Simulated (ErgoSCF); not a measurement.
# BNH3O (SMILES N[B]O), step by step

Wanted: the energy (UHF/pc-0), then the energy (UHF/pc-1), then a single-point energy (UHF/pc-2), then a single-point energy (UHF/cc-pVDZ), then a single-point energy (UHF/cc-pVDZ), then a single-point energy (UHF/cc-pVDZ) of BNH3O. Among other things, some runs vary the sparse threshold. 

Program for the calculation: ErgoSCF 3.8.

3 further runs of the same task are left out: 3 set aside as unsound or not needed.

### Step 1. The system as given

BNH3O: 6 atoms, total charge 0, spin state doublet. SMILES: `N[B]O`. Geometry: relaxed at PBE0-D4/def2-TZVP. This is one conformer, not always the lowest.

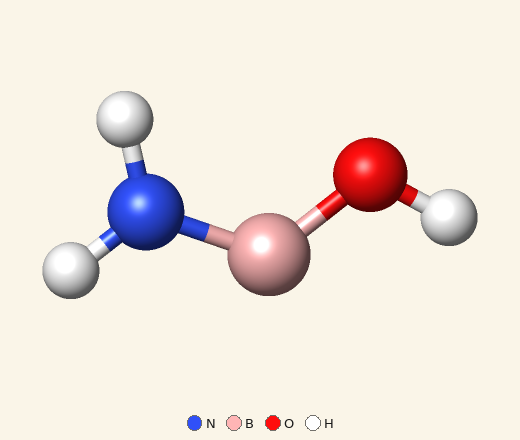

Viewed from a chosen angle; nitrogen blue, boron pink, oxygen red, hydrogen white.

### Step 2. A single-point energy at UHF/pc-0 (run 1)

Input file input.ego:

```
set_nthreads(1)
tmpdir = "."
basis = "pc-0"
scf.output_mulliken_pop = 1
scf.use_diagonalization = 1
spin_polarization = 1
scf.max_number_of_iterations = 70
molecule_inline
N   -1.47644302   0.34884344  -1.05900252
B    0.06160507  -0.92672169   0.64534147
O    2.40033012  -0.08900610   1.29370650
H   -3.20289681  -0.26418371  -1.54107165
H   -0.94278436   1.97041743  -1.91240284
H    3.23955750  -1.16029184   2.48631266
EOF
run "HF"
```

The basis set pc-0 is read from a file made from the Basis Set Exchange's data (not shown).

On the command line:

```sh
$ ergo input.ego
```

The program printed:

```text
[...]
INSC SCF_general constructor, number of basis functions: 33
[...]
INSC Energy   1 =        -81.90333336047
[...]
INDE E_LUMO =          0.15033724461
[...]
INSC Energy  16 =       -155.32245635903  ( diff     -0.000000000001251 )
[...]
RESC CONVERGED after  16 iterations.
RESC FINAL ENERGY:       -155.32245635903
RESC FINAL <S2> =          0.75374879225
[...]
INSC SCF: dipole_moment_x [atomic units] =      -0.32097470
INSC SCF: dipole_moment_y [atomic units] =      -0.30029429
INSC SCF: dipole_moment_z [atomic units] =       0.04059045
[...]
```

Run time: 3.3 s. Hardware: 1 thread of Arm Neoverse N1, shared host; peak memory 0.26 GiB.

### Step 3. The energy at UHF/pc-1 (run 2)

Changes to input.ego since step 2:

```diff
@@ -2,3 +2,3 @@
 tmpdir = "."
-basis = "pc-0"
+basis = "pc-1"
 scf.output_mulliken_pop = 1
```

The basis set pc-1 is read from a file made from the Basis Set Exchange's data (not shown).

On the command line:

```sh
$ ergo input.ego
```

The program printed:

```text
[...]
INSC SCF_general constructor, number of basis functions: 57
[...]
INSC Energy   1 =        -53.96058760753
[...]
INDE E_LUMO =          0.11658641462
[...]
INSC Energy  17 =       -155.74040420640  ( diff     -0.000000000006878 )
[...]
RESC CONVERGED after  17 iterations.
RESC FINAL ENERGY:       -155.74040420640
RESC FINAL <S2> =          0.75366063094
[...]
INSC SCF: dipole_moment_x [atomic units] =      -0.22731766
INSC SCF: dipole_moment_y [atomic units] =      -0.09328724
INSC SCF: dipole_moment_z [atomic units] =      -0.05480179
[...]
```

It took 24 s on 1 thread of Arm Neoverse N1, shared host; peak memory 0.26 GiB.

Runs 3 to 5 aren't shown in full; the table further down has their settings and results.

### Step 4. The energy at UHF/cc-pVDZ (sparse threshold 1e-10) (run 6)

Input file geom.xyz:

```xyz
6
BH3NO
N     -0.781300     0.184600    -0.560400
B      0.032600    -0.490400     0.341500
O      1.270200    -0.047100     0.684600
H     -1.694900    -0.139800    -0.815500
H     -0.498900     1.042700    -1.012000
H      1.714300    -0.614000     1.315700
```

Input file input.ego:

```
# single point, BH3NO
set_nthreads(1)
mat.sparse_threshold = 1e-10
basis = "cc-pVDZ"
scf.output_mulliken_pop = 1
spin_polarization = 1
tmpdir = "."
scf.max_number_of_iterations = 70
molecule "geom.xyz"
run "HF"
```

The basis set cc-pVDZ is read from a file made from the Basis Set Exchange's data (not shown).

On the command line:

```sh
$ ergo < input.ego
```

The program printed:

```text
[...]
INSC SCF_general constructor, number of basis functions: 57
[...]
INSC Energy   1 =        -56.91342689660
[...]
INDE PURIFICATION CONVERGED after 31 iterations
[...]
INDE PURIFICATION CONVERGED after 30 iterations
[...]
INDE PURIFICATION CONVERGED after 26 iterations
[...]
INDE E(LUMO) - E(HOMO) <=          0.70908293871 =         19.29512981789 eV
[...]
INSC Energy  17 =       -155.78922777438  ( diff     -0.000000000002160 )
[...]
RESC CONVERGED after  17 iterations.
RESC FINAL ENERGY:       -155.78922777438
RESC FINAL <S2> =          0.75391167832
[...]
INSC SCF: dipole_moment_x [atomic units] =      -0.19898144
INSC SCF: dipole_moment_y [atomic units] =      -0.03478879
INSC SCF: dipole_moment_z [atomic units] =      -0.08076935
[...]
```

Run time: 39 s. Hardware: 1 thread of Arm Neoverse N1, shared host; peak memory 0.26 GiB.

### Step 5. The series

```csv
run,level,sparse threshold,solver,energy (Eh),dipole moment (D),⟨S²⟩,wall time
1,UHF/pc-0,–,diagonalisation,-155.322456,1.12,0.754,3.3 s
2,UHF/pc-1,–,diagonalisation,-155.740404,0.64,0.754,24 s
3,UHF/pc-2,–,diagonalisation,-155.847543,0.55,0.754,9.7 min
4,UHF/cc-pVDZ (sparse threshold 1e-06),1e-06,purification,-155.789228,0.55,0.754,37 s
5,UHF/cc-pVDZ (sparse threshold 1e-08),1e-08,purification,-155.789228,0.55,0.754,39 s
6,UHF/cc-pVDZ (sparse threshold 1e-10),1e-10,purification,-155.789228,0.55,0.754,39 s
```

### Step 6. Results

| quantity | value |
| --- | --- |
| run 6, UHF/cc-pVDZ: total energy | -155.78923 Eh |
| run 6, UHF/cc-pVDZ: dipole moment | 0.55 D |
| run 6, UHF/cc-pVDZ: ⟨S²⟩ | 0.754 |

What this shows: The dipole moment (its size) runs from 0.55 D (UHF/pc-2) to 1.12 D (UHF/pc-0). All runs together took 12 min, the longest 9.7 min.
